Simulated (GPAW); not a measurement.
# CrClO (Pmmn): the O K absorption edge, part 2 of 3

What does one-electron theory with a core hole give for the O K edge of CrClO (Pmmn)?

GPAW 26.7.0; X-ray absorption from dipole matrix elements to empty bands, plane-wave PAW LDA+U.

So far. Step 2 (The field without a hole): The mesh shows a gap of 2.80 eV, so the hole is first treated in a charged cell, without the excited electron. Step 3 (Spectrum without a core hole, O atom 5): Main maxima below 24 eV (height): 1.0 eV (1.55), 2.3 eV (1.80), 9.7 eV (1.50), 13.1 eV (1.12) and 18.2 eV (0.83). A K edge sees empty p states; the first features are O p mixed into the empty d states of the Cr neighbours, and the broad ones above probably into the cations' higher empty bands.

## Step 4: Supercell without a hole, the energy reference

Level of this step: plane-wave PAW DFT, LDA+U, self-consistent field (GPAW).

The photon energy needs a difference of total energies, so the cell and mesh of the coming hole run are first run without a hole.

scf.py

```python
import numpy as np
from ase import Atoms
from ase.parallel import parprint, paropen
from gpaw import GPAW, PW, FermiDirac, Mixer, MixerDif, setup_paths
from gpaw.test import gen
setup_paths.insert(0, '.')
gen('O', name='nch1s', xcname='LDA', corehole=(1, 0, 0), write_xml=True)
from gpaw.mpi import world
world.barrier()

atoms = Atoms('Cr4Cl4O4',
    cell=[[-3.19007562, 3.86656054, 0],
     [-3.19007562, -3.86656054, 0],
     [3.19007562, 0, 7.95246044]],
    scaled_positions=[[0.44697984, 0.94697984, 0.89395968],
     [0.94697984, 0.44697984, 0.89395968],
     [0.05302016, 0.05302016, 0.10604032],
     [0.55302016, 0.55302016, 0.10604032],
     [0.90928903, 0.90928903, 0.31857806],
     [0.40928903, 0.40928903, 0.31857806],
     [0.59071097, 0.09071097, 0.68142194],
     [0.09071097, 0.59071097, 0.68142194],
     [0.27609105, 0.77609105, 0.0521821],
     [0.77609105, 0.27609105, 0.0521821],
     [0.22390895, 0.22390895, 0.9478179],
     [0.72390895, 0.72390895, 0.9478179]],
    magmoms=[3.0, 3.0, -3.0, -3.0, 0.0, 0.0, 0.0, 0.0, 0.0, 0.0, 0.0, 0.0],
    pbc=True)
atoms.calc = calc = GPAW(legacy_gpaw=True, mode=PW(500, force_complex_dtype=True), xc='LDA', setups={'Cr': ':d,3.7', 8: 'nch1s'},
    kpts={'size': (3, 3, 3), 'gamma': True}, occupations=FermiDirac(0.02),
    charge=0, mixer=MixerDif(0.05, 8, 50), maxiter=150,
    convergence={'density': 0.0001, 'eigenstates': 1e-6}, txt='scf.txt')
energy = atoms.get_potential_energy() + calc.get_reference_energy()
ef = calc.get_fermi_level()
out = dict(energy=energy, fermi=ef, forces=atoms.get_forces().tolist(), magmoms=atoms.get_magnetic_moments().tolist())
parprint(f'all-electron energy {energy:.4f} eV, Fermi level {ef:.4f} eV')
ev = np.array([[calc.get_eigenvalues(k, s) for k in range(len(calc.get_ibz_k_points()))] for s in range(calc.get_number_of_spins())])
out['homo'], out['lumo'], out['counts'] = ev[ev < ef].max(), ev[ev > ef].min(), sorted(set((ev < ef).sum((0, 2)).tolist()))
out['filled'] = (ev[:, 0] < ef).sum(1).tolist()
import json
with paropen('out.json', 'w') as f:
    json.dump(out, f)
```

On the command line:

```
> OMP_NUM_THREADS=1 mpirun -n 4 gpaw python scf.py
```

Numbers of over 12 decimals in the logs are rounded to 6 here.

Log:

```text
Input parameters:
  convergence: {density: 0.0001,
                eigenstates: 1e-06}
  kpts: {gamma: True,
         size: (3, 3, 3)}
  maxiter: 150
  mixer: {backend: pulay,
          beta: 0.05,
          method: difference,
          nmaxold: 8,
          weight: 50}
  mode: {ecut: 500.0,
         force_complex_dtype: True,
         name: pw}
  occupations: {fixmagmom: False,
                name: fermi-dirac,
[...]
<dir> UserWarning: Initial realspace grid (27,27,45) inconsistent with symmetries.
  warnings.warn(
<dir> UserWarning: Using symmetrized grid: (45,45,45).

  warnings.warn('Using symmetrized grid: ({},{},{}).\n'.format(*N_c))
<dir> UserWarning: Initial realspace grid (27,27,45) inconsistent with symmetries.
  warnings.warn(
<dir> UserWarning: Using symmetrized grid: (45,45,45).

  warnings.warn('Using symmetrized grid: ({},{},{}).\n'.format(*N_c))
all-electron energy -172381.6130 eV, Fermi level 3.4269 eV
[key lines of the parts left out:]
Converged after 33 iterations.
Dipole moment: (0.000000, -0.000000, 0.000001) |e|*Ang
Free energy:    -86.728748
Fermi level: 3.42692
```

It took 1.8 min on 4 MPI ranks of Intel Xeon Platinum 8488C (Sapphire Rapids), shared host; peak memory 0.42 GiB; 7.3 min of CPU time.

Reference energy: -172381.613 eV with the cores included.

## Step 5: Spectrum with FCH, O atom 5

The holes are 5.0 Å apart. In GPAW the data set carries the hole's charge, so charge=0 means a charged cell and charge=-1 a neutral one. The excited electron is left out and a uniform background balances the charge. After the field has converged, empty bands are computed with the density fixed and the dipole matrix elements are summed.

xas.py

```python
import numpy as np
from ase import Atoms
from ase.parallel import parprint, paropen
from gpaw import GPAW, PW, FermiDirac, Mixer, MixerDif, setup_paths
from gpaw.test import gen
setup_paths.insert(0, '.')
gen('O', name='fch1s', xcname='LDA', corehole=(1, 0, 1), write_xml=True)
from gpaw.mpi import world
world.barrier()

atoms = Atoms('Cr4Cl4O4',
    cell=[[-3.19007562, 3.86656054, 0],
     [-3.19007562, -3.86656054, 0],
     [3.19007562, 0, 7.95246044]],
    scaled_positions=[[0.44697984, 0.94697984, 0.89395968],
     [0.94697984, 0.44697984, 0.89395968],
     [0.05302016, 0.05302016, 0.10604032],
     [0.55302016, 0.55302016, 0.10604032],
     [0.90928903, 0.90928903, 0.31857806],
     [0.40928903, 0.40928903, 0.31857806],
     [0.59071097, 0.09071097, 0.68142194],
     [0.09071097, 0.59071097, 0.68142194],
     [0.27609105, 0.77609105, 0.0521821],
     [0.77609105, 0.27609105, 0.0521821],
     [0.22390895, 0.22390895, 0.9478179],
     [0.72390895, 0.72390895, 0.9478179]],
    magmoms=[3.0, 3.0, -3.0, -3.0, 0.0, 0.0, 0.0, 0.0, 0.0, 0.0, 0.0, 0.0],
    pbc=True)
atoms.calc = calc = GPAW(legacy_gpaw=True, mode=PW(500, force_complex_dtype=True), xc='LDA', setups={'Cr': ':d,3.7', 8: 'fch1s'},
    kpts={'size': (3, 3, 3), 'gamma': True}, occupations=FermiDirac(0.02),
    charge=0, mixer=MixerDif(0.05, 8, 50), maxiter=150,
    convergence={'density': 0.0001, 'eigenstates': 1e-6}, txt='scf.txt')
energy = atoms.get_potential_energy() + calc.get_reference_energy()
ef = calc.get_fermi_level()
out = dict(energy=energy, fermi=ef, forces=atoms.get_forces().tolist(), magmoms=atoms.get_magnetic_moments().tolist())
parprint(f'all-electron energy {energy:.4f} eV, Fermi level {ef:.4f} eV')
ev = np.array([[calc.get_eigenvalues(k, s) for k in range(len(calc.get_ibz_k_points()))] for s in range(calc.get_number_of_spins())])
out['homo'], out['lumo'], out['counts'] = ev[ev < ef].max(), ev[ev > ef].min(), sorted(set((ev < ef).sum((0, 2)).tolist()))
out['filled'] = (ev[:, 0] < ef).sum(1).tolist()

from ase.units import Ha
from gpaw.xas import dipole_matrix_elements
nb = int(calc.get_number_of_electrons() / 2) + 139
top, nb = nb, nb + 8 + nb // 12
nscf = calc.fixed_density(kpts={'size': (3, 3, 3), 'gamma': True}, nbands=nb,
    convergence={'bands': top, 'eigenstates': 5e-3}, maxiter=60, txt='nscf.txt')
cell = atoms.cell.array
ops = [cell.T @ U.T @ np.linalg.inv(cell.T) for U in nscf.wfs.kd.symmetry.op_scc]
filled = [38, 38]  # bands filled in the ground state, by spin
E = np.arange(-6, 34, 0.1)
fwhm = np.interp(E, [4, 25], [0.9, 3.5])
Y, X, zero, highest = 0, 0, 1e9, 1e9
for spin in range(nscf.get_number_of_spins()):
    wfs = nscf.wfs
    mine = wfs.bd.get_slice()  # this rank's bands
    A = dipole_matrix_elements(wfs.setups[8])
    eps = np.zeros((wfs.kd.nibzkpts, nb))
    d = np.zeros((3, A.shape[1], wfs.kd.nibzkpts, nb), complex)
    for kpt in wfs.kpt_u:
        if kpt.s == spin and 8 in kpt.P_ani:
            eps[kpt.k, mine] = kpt.eps_n * Ha
            d[:, :, kpt.k, mine] = (kpt.weight * wfs.nspins / 2) ** 0.5 * np.inner(A, kpt.P_ani[8])
    world.sum(eps)
    world.sum(d)
    T = np.einsum('amkn,bmkn->abkn', d, d.conj()).real
    T = sum(np.einsum('ai,ijkn,bj->abkn', R, T, R) for R in ops) / len(ops)
    empty = np.ones_like(eps, bool) & (np.arange(nb) >= filled[spin])
    zero, highest = min(zero, eps[empty].min()), min(highest, eps[:, top - 1].min())
    lines = [(eps, T, empty)] if spin == 0 else lines + [(eps, T, empty)]
for eps, T, empty in lines:
    f = np.einsum('aakn->akn', T).reshape(3, -1)
    x = eps.ravel() - zero
    w = np.interp(x, E, fwhm) / 2.35482
    g = np.exp(-0.5 * ((E[:, None] - x) / w) ** 2) / (w * (2 * np.pi) ** 0.5)
    Y = Y + (f * empty.ravel()) @ g.T
    X = X + (f * ~empty.ravel()) @ g.T
out.update(E=E.round(2).tolist(), xas=Y.tolist(), xes=X.tolist(), zero=zero, valid=highest - zero, nk=len(eps), nb=nb)
for i in range(0, len(E), 10):
    parprint(f'{E[i]:7.2f}', *(f'{v:10.3e}' for v in Y[:, i]))
import json
with paropen('out.json', 'w') as f:
    json.dump(out, f)
```

On the command line:

```
> OMP_NUM_THREADS=1 mpirun -n 4 gpaw python xas.py
```

Log:

```text
Input parameters:
  convergence: {density: 0.0001,
                eigenstates: 1e-06}
  kpts: {gamma: True,
         size: (3, 3, 3)}
  maxiter: 150
  mixer: {backend: pulay,
          beta: 0.05,
          method: difference,
          nmaxold: 8,
          weight: 50}
  mode: {ecut: 500.0,
         force_complex_dtype: True,
         name: pw}
  occupations: {fixmagmom: False,
                name: fermi-dirac,
                width: 0.02}
  setups: {8: fch1s,
           Cr: :d,3.7}

Initialize ...

[... PAW data sets ...]

Reference energy: -171744.217528  # eV

Spin-polarized calculation.
Initial magnetic moment: 0.000000

[... convergence settings ...]
Symmetries present (total): 2
  [... symmetry matrices ...]

27 k-points: 3 x 3 x 3 Monkhorst-Pack grid
10 k-points in the irreducible part of the Brillouin zone
       k-points in crystal coordinates                weights
   0:     0.00000000    0.00000000    0.00000000          1/27
   1:     0.00000000    0.00000000    0.33333333          2/27
   2:     0.33333333   -0.33333333   -0.33333333          2/27
   3:     0.33333333   -0.33333333    0.00000000          2/27
   4:     0.33333333   -0.33333333    0.33333333          2/27
   5:     0.33333333    0.00000000   -0.33333333          4/27
   6:     0.33333333    0.00000000    0.00000000          4/27
   7:     0.33333333    0.00000000    0.33333333          4/27
   8:     0.33333333    0.33333333   -0.33333333          2/27
   9:     0.33333333    0.33333333    0.33333333          4/27

Wave functions: Plane wave expansion
  Cutoff energy: 500.000 eV
  Number of coefficients (min, max): 4965, 4988
  Pulay-stress correction: 0.000000 eV/Ang^3 (de/decut=0.000000)
  Using FFTW library
  Wavefunction extrapolation:
    Improved wavefunction reuse through dual PAW basis

Occupation numbers: Fermi-Dirac:
  width: 0.0200  # eV

Eigensolver
   Davidson(niter=2)

Densities:
  Coarse grid: 45*45*45 grid
  Fine grid: 90*90*90 grid
  Total Charge: 1.000000

Density mixing:
  Method: difference
  Backend: pulay
  Linear mixing parameter: 0.05
  old densities: 8
  Width of damping distribution: 1.1
  Damping of long wavelength oscillations: 50

[... Hamiltonian set-up ...]
Number of atoms: 12
Number of atomic orbitals: 68
Number of bands in calculation: 50
Number of valence electrons: 76
Bands to converge: occupied

... initialized

Initializing position-dependent things.

Density initialized from atomic densities
Creating initial wave functions:
  50 bands from LCAO basis set

                  Cr
                O       O
                      Cl
               Cr

                   Cl

         Cl      Cl

             Cr     Cr

           O

Atomic positions and initial magnetic moments

Positions:
   0 Cr    -1.595038   -1.933280    7.109179    ( 0.0000,  0.0000,  3.0000)
   1 Cr    -1.595038    1.933280    7.109179    ( 0.0000,  0.0000,  3.0000)
   2 Cr    -0.000000   -0.000000    0.843281    ( 0.0000,  0.0000, -3.0000)
   3 Cr    -3.190076    0.000000    0.843281    ( 0.0000,  0.0000, -3.0000)
   4 Cl    -4.785113   -0.000000    2.533479    ( 0.0000,  0.0000,  0.0000)
   5 Cl    -1.595038   -0.000000    2.533479    ( 0.0000,  0.0000,  0.0000)
   6 Cl     0.000000    1.933280    5.418981    ( 0.0000,  0.0000,  0.0000)
   7 Cl     0.000000   -1.933280    5.418981    ( 0.0000,  0.0000,  0.0000)
   8 O     -3.190076   -1.933280    0.414976    ( 0.0000,  0.0000,  0.0000)
   9 O     -3.190076    1.933280    0.414976    ( 0.0000,  0.0000,  0.0000)
  10 O      1.595038    0.000000    7.537484    ( 0.0000,  0.0000,  0.0000)
  11 O     -1.595038   -0.000000    7.537484    ( 0.0000,  0.0000,  0.0000)

Unit cell:
           periodic     x           y           z      points  spacing
  1. axis:    yes   -3.190076    3.866561    0.000000    45     0.1045
  2. axis:    yes   -3.190076   -3.866561    0.000000    45     0.1045
[...]
Kinetic:         +1.026268
Potential:      -40.255089
External:        +0.000000
XC:             -77.597923
Entropy (-ST):   -0.000000
Local:           +0.524770
SIC:             +0.000000
--------------------------
Free energy:   -116.301974
Extrapolated:  -116.301974

Spin contamination: 6.894031 electrons
Showing only first 2 kpts
                      Up                     Down
 Kpt  Band  Eigenvalues  Occupancy  Eigenvalues  Occupancy
  0    36      1.86123    1.00000      1.88035    1.00000
  0    37      2.50926    1.00000      2.18526    1.00000
  0    38      5.00537    0.00000      4.82145    0.00000
  0    39      5.22880    0.00000      5.31411    0.00000

  1    36      1.81330    1.00000      1.82591    1.00000
  1    37      2.50539    1.00000      2.19562    1.00000
  1    38      4.98120    0.00000      4.81210    0.00000
  1    39      5.27517    0.00000      5.37659    0.00000

Fermi level: 3.03620

Gap: 2.236 eV
Transition (v -> c):
  (s=0, k=0, n=37, [0.00, 0.00, 0.00]) -> (s=1, k=8, n=38, [0.33, 0.33, -0.33])
Direct/indirect transitions are different
Direct gap: 2.292 eV
Transition at: (s=0->1, k=9, n=37, [0.33, 0.33, 0.33])

Forces in eV/Ang:
  0 Cr   -1.68927    0.00000   -1.50800
  1 Cr    1.68927    0.00000   -1.50800
  2 Cr    0.00000   -2.04964    0.54510
  3 Cr    0.00000    2.04965    0.54510
  4 Cl    0.00000   -0.00001   -0.36896
  5 Cl   -0.00000   -0.00001   -0.36896
  6 Cl    0.00000    0.00000    0.65290
  7 Cl    0.00000    0.00000    0.55788
  8 O     0.00000    0.00000    0.85308
  9 O     0.00000   -0.00000   -0.00509
 10 O     0.00000   -0.00000    0.30299
 11 O    -0.00000   -0.00000    0.30299
Scalar-relativistic atomic LDA calculation for O (Oxygen, Z=8)
Core hole in 1s state (1s occupation: 1.0)
300 radial gridpoints.
|------------------------------------------------|
|------------------------------------------------|
[... the atom generator's iteration count ...]

Energy contributions:
-------------------------
Kinetic:      +54.046737
XC:            -5.876031
Potential:   -102.458324
-------------------------
Total:        -54.287618

state      eigenvalue         ekin         rmax
-----------------------------------------------
1s^1.0 :   -21.731873    30.611423        0.127
2s^2.0 :    -1.594915     4.066245        0.801
2p^4.0 :    -1.067100     3.825706        0.682
-----------------------------------------------
(units: Bohr and Hartree)

Generating PAW setup
Kinetic energy of the core from tauc = 30.636371
Cutoffs:
rc(s)=1.300
rc(p)=1.130
rc(d)=1.170
rc(vbar)=1.300
rc(comp)=1.260
rc(nct)=1.300

Kinetic energy of the core states: 30.611423
Charge: 1.0
Core electrons: 1.0
Valence electrons: 6.0
Pseudo-core charge: 0.000198
Shape function alpha=6.299
Pseudo-electron charge 5.280306
state    eigenvalue         norm
--------------------------------
2s(2) :    -1.594915     1.065643
*s    :    -0.594915
2p(4) :    -1.067100     0.787205
*p    :    -0.067100
*d    :     0.000000
--------------------------------

Diagonalizing with gridspacing h=0.050

state   all-electron     PAW
-------------------------------
2s:      -1.594915    -1.596334
2p:      -1.067100    -1.073375
*d:                   -0.060686
*f:                   -0.013559
-------------------------------
<dir> UserWarning: Initial realspace grid (27,27,45) inconsistent with symmetries.
  warnings.warn(
<dir> UserWarning: Using symmetrized grid: (45,45,45).

  warnings.warn('Using symmetrized grid: ({},{},{}).\n'.format(*N_c))
<dir> UserWarning: Initial realspace grid (27,27,45) inconsistent with symmetries.
  warnings.warn(
<dir> UserWarning: Using symmetrized grid: (45,45,45).

  warnings.warn('Using symmetrized grid: ({},{},{}).\n'.format(*N_c))
<dir> UserWarning: Initial realspace grid (27,27,45) inconsistent with symmetries.
  warnings.warn(
<dir> UserWarning: Using symmetrized grid: (45,45,45).

  warnings.warn('Using symmetrized grid: ({},{},{}).\n'.format(*N_c))
<dir> UserWarning: Initial realspace grid (27,27,45) inconsistent with symmetries.
  warnings.warn(
<dir> UserWarning: Using symmetrized grid: (45,45,45).

  warnings.warn('Using symmetrized grid: ({},{},{}).\n'.format(*N_c))
all-electron energy -171860.5195 eV, Fermi level 3.0362 eV
  -6.00  2.994e-61  3.330e-63  4.031e-59
  -5.00  1.306e-44  4.430e-46  9.863e-43
  -4.00  6.786e-31  6.748e-32  2.690e-29
  -3.00  4.240e-20  1.134e-20  8.479e-19
  -2.00  3.460e-12  2.070e-12  3.265e-11
  -1.00  4.563e-07  4.127e-07  1.662e-06
  -0.00  1.295e-04  1.024e-04  1.361e-04
[...]
31.00  1.390e-04  1.005e-04  7.818e-05
  32.00  1.505e-04  1.188e-04  8.643e-05
  33.00  1.418e-04  1.333e-04  1.012e-04
[key lines of the parts left out:]
Converged after 39 iterations.
Dipole moment: (-0.089734, -0.498511, -0.193897) |e|*Ang
```

It took 3.6 min on 4 MPI ranks; peak memory 0.63 GiB.

The O K spectrum, O atom 5, full core hole (charged cell) (energy from the lowest empty level; intensity scaled to a mean of 1 over the first 20 eV; polarised curves are means over the symmetry-equivalent atoms):

| E (eV) | isotropic | ε ∥ x | ε ∥ y | ε ∥ z |
| --- | --- | --- | --- | --- |
| -2.0 | 0.00 | 0.00 | 0.00 | 0.00 |
| -0.5 | 0.16 | 0.12 | 0.11 | 0.25 |
| 1.0 | 1.19 | 1.25 | 1.66 | 0.65 |
| 2.5 | 1.56 | 2.26 | 0.83 | 1.58 |
| 4.0 | 0.25 | 0.24 | 0.39 | 0.12 |
| 5.5 | 0.47 | 0.45 | 0.51 | 0.45 |
| 7.0 | 1.34 | 1.12 | 1.59 | 1.30 |
| 8.5 | 1.50 | 1.47 | 1.60 | 1.43 |
| 10.0 | 1.50 | 1.25 | 1.48 | 1.78 |
| 11.5 | 1.06 | 1.28 | 1.19 | 0.70 |
| 13.0 | 1.06 | 1.64 | 1.16 | 0.39 |
| 14.5 | 0.72 | 0.63 | 1.10 | 0.43 |
| 16.0 | 0.71 | 0.37 | 1.08 | 0.69 |
| 17.5 | 0.80 | 0.55 | 0.94 | 0.91 |
| 19.0 | 0.83 | 0.71 | 0.74 | 1.05 |
| 20.5 | 0.76 | 0.73 | 0.47 | 1.10 |
| 22.0 | 0.61 | 0.67 | 0.33 | 0.83 |
| 23.5 | 0.52 | 0.59 | 0.34 | 0.62 |
| 25.0 | 0.54 | 0.60 | 0.39 | 0.62 |
| 26.5 | 0.57 | 0.62 | 0.42 | 0.68 |
| 28.0 | 0.59 | 0.63 | 0.46 | 0.68 |
| 29.5 | 0.65 | 0.78 | 0.57 | 0.61 |
| 31.0 | 0.81 | 1.06 | 0.77 | 0.60 |

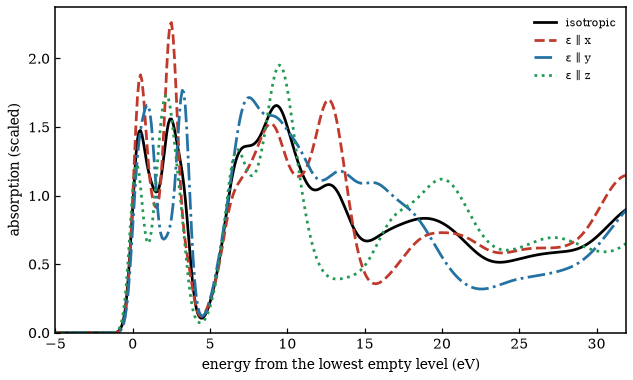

The O K edge, O atom 5, full core hole (charged cell): main maxima at 0.5, 2.5 and 9.3 eV.

Main maxima below 24 eV (height): 0.5 eV (1.48), 2.5 eV (1.56), 9.3 eV (1.66), 12.7 eV (1.08) and 18.9 eV (0.83). 

The hole costs E(hole) − E(ground) = 521.09 eV, and the lowest empty level of the hole cell on the spectrum's mesh lies at 4.75 eV, which puts the zero at 525.84 eV.

## Step 6: Spectrum with XCH, O atom 5

The holes are 5.0 Å apart. In GPAW the data set carries the hole's charge, so charge=0 means a charged cell and charge=-1 a neutral one. The excited electron is kept in the cell, where it fills the lowest empty states and screens the hole. After the field has converged, empty bands are computed with the density fixed and the dipole matrix elements are summed.

Changed against the first core-hole run: core hole to XCH, with the smearing that suits a partly filled band.

xas.py, as its differences from that of step 5:

```diff
@@ -29,4 +29,4 @@
 atoms.calc = calc = GPAW(legacy_gpaw=True, mode=PW(500, force_complex_dtype=True), xc='LDA', setups={'Cr': ':d,3.7', 8: 'fch1s'},
-    kpts={'size': (3, 3, 3), 'gamma': True}, occupations=FermiDirac(0.02),
-    charge=0, mixer=MixerDif(0.05, 8, 50), maxiter=150,
+    kpts={'size': (3, 3, 3), 'gamma': True}, occupations=FermiDirac(0.04),
+    charge=-1, mixer=MixerDif(0.05, 8, 50), maxiter=150,
     convergence={'density': 0.0001, 'eigenstates': 1e-6}, txt='scf.txt')
```

Log:

```text
Input parameters:
  charge: -1
  convergence: {density: 0.0001,
                eigenstates: 1e-06}
  kpts: {gamma: True,
         size: (3, 3, 3)}
  maxiter: 150
  mixer: {backend: pulay,
          beta: 0.05,
          method: difference,
          nmaxold: 8,
          weight: 50}
  mode: {ecut: 500.0,
         force_complex_dtype: True,
         name: pw}
  occupations: {fixmagmom: False,
                name: fermi-dirac,
                width: 0.04}
  setups: {8: fch1s,
           Cr: :d,3.7}

Initialize ...

[... PAW data sets ...]

Reference energy: -171744.217528  # eV
[...]
[... 130 further cycles ...]
[...]
iter: 149  -111.983041   -2.30  -2.21    -0.9987
iter: 150  -112.003357   -3.09  -2.18    -1.0003

Did not converge!

Here are some tips:

1) Make sure the geometry and spin-state is physically sound.
2) Use less aggressive density mixing.
3) Solve the eigenvalue problem more accurately at each scf-step.
4) Use a smoother distribution function for the occupation numbers.
5) Try adding more empty states.
6) Use enough k-points.
7) Don't let your structure optimization algorithm take too large steps.
8) Solve the Poisson equation more accurately.
9) Better initial guess for the wave functions.

See details here:

Errorcode: 42
```

Elapsed: 7.7 min, on 4 MPI ranks; peak memory 0.29 GiB.

The run stopped without converging, so none of its numbers is a property of the system.

The iterations didn't settle within their limit, so this step gives no result.

(Continued in part 3 of 3.)

[Banner, clock and machine lines of the logs are left out without a mark of their own.]

[Logs are printed without paths, hosts, clocks, repeated set-up lines and the standing remarks that a program may print on its own settings, such as how far it seeks lower states.]

[Hosts, paths, dates, database ids (printed as entryN), source tags and the programs' standing remarks are cut or masked in the printed files.]

[Lists of maxima count a maximum above −3 eV only where it reaches 4 % of the highest in the window and stands out from its surroundings by 2 % of it (1.5 % where it reaches 55 %); shoulders and weaker maxima are passed over, and of the rest the first, up to two pre-edge ones and the few strongest are named.]
